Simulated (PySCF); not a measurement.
```yaml
atoms:
  - { symbol: B, position_ang: [2.5437, 1.1885, -0.4892] }
  - { symbol: C, position_ang: [1.6876, 0.2542, 0.3596] }
  - { symbol: C, position_ang: [1.4095, -1.1769, -0.0781] }
  - { symbol: C, position_ang: [0.3621, -0.1692, -0.3227] }
  - { symbol: C, position_ang: [-0.8911, -0.1344, 0.4834] }
  - { symbol: C, position_ang: [-2.2126, -0.3925, -0.1838] }
  - { symbol: C, position_ang: [-1.8721, 0.9857, 0.2990] }
  - { symbol: H, position_ang: [2.6996, 0.9366, -1.6665] }
  - { symbol: H, position_ang: [3.0380, 2.1964, -0.0363] }
  - { symbol: H, position_ang: [1.5772, 0.4403, 1.4328] }
  - { symbol: H, position_ang: [1.2373, -1.8979, 0.7258] }
  - { symbol: H, position_ang: [1.9787, -1.5676, -0.9252] }
  - { symbol: H, position_ang: [0.2357, 0.1665, -1.3578] }
  - { symbol: H, position_ang: [-0.7777, -0.5198, 1.5027] }
  - { symbol: H, position_ang: [-2.2063, -0.5751, -1.2622] }
  - { symbol: H, position_ang: [-2.9653, -0.9678, 0.3615] }
  - { symbol: H, position_ang: [-2.3893, 1.3726, 1.1806] }
  - { symbol: H, position_ang: [-1.6314, 1.7467, -0.4491] }
```

Geometry: PBE0-D3(BJ)/def2-SVP.

All numbers below come from PySCF, PBE0/pcSseg-1, SCF density, gas phase, non-relativistic.

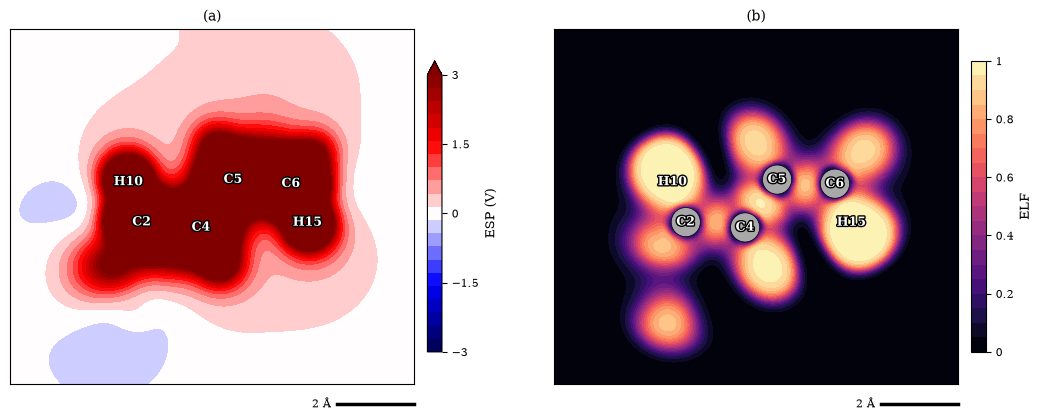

C₆H₁₁B. (a) molecular electrostatic potential; (b) electron localisation function on the plane of atoms C5, C6 and H15. Grey discs cover the atomic cores in the ELF map.

> Read the bonding off the picture.

- The plane passes through C and H nuclei.
- C–C (1.49 Å): the ELF peaks at about 0.95 between the atoms; a shared electron pair.
- C–H (1.09 Å): the ELF climbs to about 1 towards the hydrogen, as it does in any bond to H: an ordinary covalent bond to hydrogen.
- C–C (1.55 Å): the ELF peaks at about 0.85 between the atoms, as expected for localised, covalent bonding.
- The potential has no marked negative region in this plane.
